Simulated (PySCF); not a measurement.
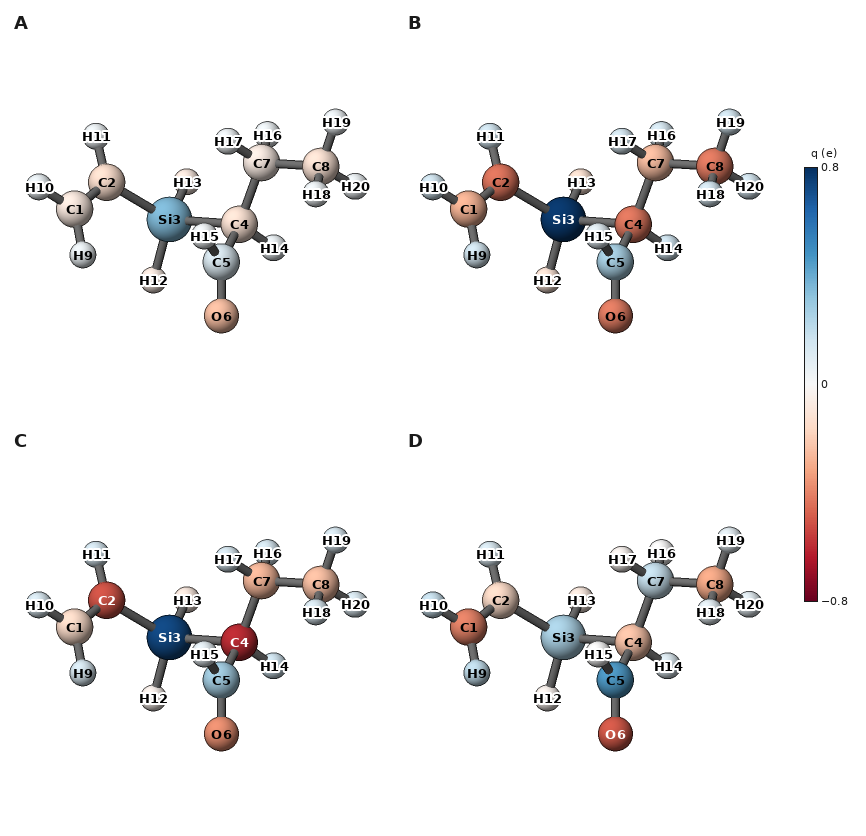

Atomic charges of one calculation by 4 schemes, on one colour scale. The computed structure is the end point of a GFN2-xTB optimisation. No frequency run is at hand to confirm it as a minimum. Computed with PBE0/pcSseg-1 (PySCF 2.14.0).

**The schemes are ESP-fitted, Hirshfeld, IAO, Mulliken. Which panel shows which?**

A Hirshfeld, B IAO, C Mulliken, D ESP-fitted.

List the charges (e), one line for each set of equivalent atoms.

```
atom  Hirshfeld    IAO  Mulliken  ESP-fitted
  C1      −0.08  −0.27     −0.15       −0.40
  C2      −0.14  −0.43     −0.51       −0.15
 Si3       0.35   0.76      0.72        0.25
  C4      −0.11  −0.42     −0.59       −0.23
  C5       0.12   0.26      0.27        0.46
  O6      −0.24  −0.41     −0.37       −0.49
  C7      −0.07  −0.25     −0.26        0.18
  C8      −0.12  −0.42     −0.24       −0.31
  H9       0.05   0.15      0.13        0.19
 H10       0.05   0.15      0.12        0.18
 H11       0.04   0.15      0.13        0.12
 H12      −0.07  −0.11     −0.04       −0.03
 H13      −0.08  −0.12     −0.08       −0.08
 H14       0.05   0.16      0.16        0.10
 H15       0.03   0.09      0.07        0.00
 H16       0.04   0.14      0.13        0.00
 H17       0.03   0.13      0.12       −0.03
 H18       0.04   0.14      0.12        0.07
 H19       0.04   0.14      0.12        0.08
 H20       0.04   0.14      0.11        0.08
```

The geometry is semi-empirical. Around Si such bond lengths and angles can be off by a tenth of an ångström or more and by several degrees, and values that hang on the shape move with them.
